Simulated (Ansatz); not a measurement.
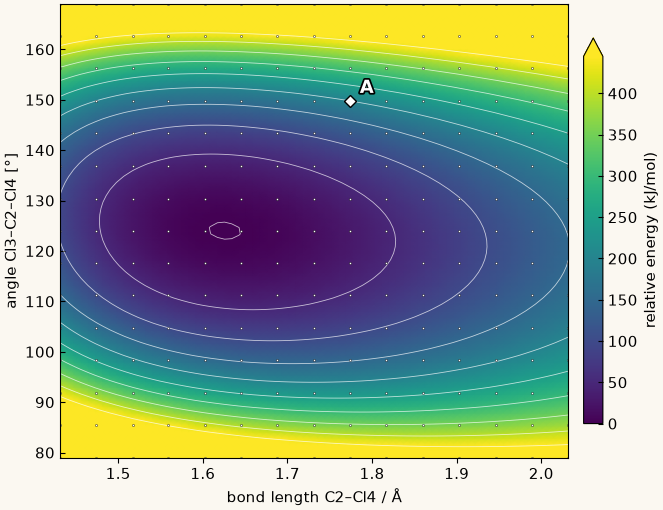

CCl2F, SMILES F[C+](Cl)Cl, charge +1. The first coordinate is: bond length C2–Cl4; the second: angle Cl3–C2–Cl4. Nothing is relaxed (all other coordinates rigid). Grid: 15 × 15 points. Points are written as (first, second). Energies: kJ/mol, counted from the lowest grid point. The calculation used RHF/def2-TZVP in Ansatz 0.2.0.

The picture shows a smooth colour map with a few white contour lines, dots at the grid points, one colour for all values above the top of the scale, the point A. Between grid points the surface is interpolated.

**Is A at rest? If not, where is it pushed?**

A, at (1.774 Å, 149.7°), is not a stationary point. The computed force is 410 kJ/mol for each Å towards smaller values of bond length C2–Cl4 and 14 kJ/mol for each degree towards smaller values of angle Cl3–C2–Cl4.
